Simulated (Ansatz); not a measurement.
The cell whose phonons are given is a generated cell of SrTiO3: the first start was made by placing the elements on the sites of a structure type, and the end was not matched to a known phase here, so it may be hypothetical. Known forms of SrTiO3 include space group No. 221.

Phonons of a relaxed structure of SrTiO$_{3}$ by density-functional perturbation theory (low response-accuracy setting, no LO–TO term) at the zone centre. Calculation: PBEsol (plane waves to 420 eV, PAW, scalar-relativistic; Ansatz, an electronic-structure program). Γ-centred k-mesh 6×6×6, Fermi–Dirac smearing 0.05 eV.

SrTiO$_{3}$ has the trigonal space group R-3c, hexagonal axes (No. 167), Pearson symbol hR10. Cell: a = 5.884 Å, b = 5.884 Å, c = 16.382 Å, α = 90.00°, β = 90.00°, γ = 120.00°. Ti on 6a is coordinated by 3 O at 1.765 Å (trigonal planar). Sr on 6b sees 6 O at 2.477 Å (octahedral). O on 18e is coordinated by 1 Ti at 1.765 Å and 2 Sr at 2.477 Å (trigonal planar). (Neighbours: up to the widest gap in distance over summed covalent radii, below 1.35, at either atom; cation-cation and far metal-metal contacts left out.)
(The calculation used a cell of 10 atoms; values per cell refer to that cell.)

Space group R-3c (No. 167).

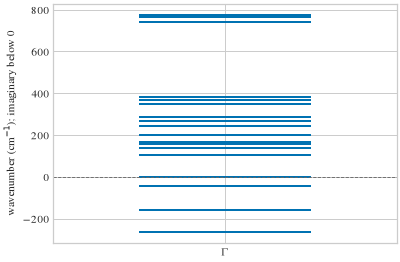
Fig. 1. Phonon wavenumbers at the sampled wavevectors

Problem. Is the structure stable at these points, and where is the highest mode?

Solution. No: levels below zero, imaginary modes, appear at Γ, down to about 260i cm⁻¹. The highest mode lies near 775 cm⁻¹.

| q | wavenumbers (cm⁻¹; i marks imaginary) |
|---|---|
| Γ | 263i, 159i, 43i (×2), 0 (×3), 102 (×2), 135, 156 (×2), 165, 200 (×2), 242, 266 (×2), 287, 348 (×2), 366 (×2), 383, 742 (×2), 765 (×2), 767, 777 |

Problem. The atoms are displaced along the most unstable mode at Γ (largest move 0.15 Å) and cell and atoms are relaxed. What results?

Solution. The pattern moves Ti by 0.88, Sr by 0.00, O by 1.00 (largest amplitude of each element, relative to the largest of all) and lowers the symmetry to R3c (No. 161) in a cell of 10 atoms. On relaxation it does not go back: it reaches R3c (No. 161), 482 meV/atom below the parent; volume -28.0 %; gap 2.73 → 2.12 eV (no spin-orbit coupling). The new group is polar.

Space group R3c, hexagonal axes (No. 161); a = b = 5.507 Å, c = 13.464 Å, α = β = 90.00°, γ = 120.00°

```
atom  site  symmetry       x       y       z
----  ----  --------  ------  ------  ------
Ti      6a        3.  0.0000  0.0000  0.2071
Sr      6a        3.  0.0000  0.0000  0.4561
O      18b         1  0.3331  0.1393  0.1176
```
(The calculation used a cell of 10 atoms; values per cell refer to that cell.)

No spin polarisation in the result.
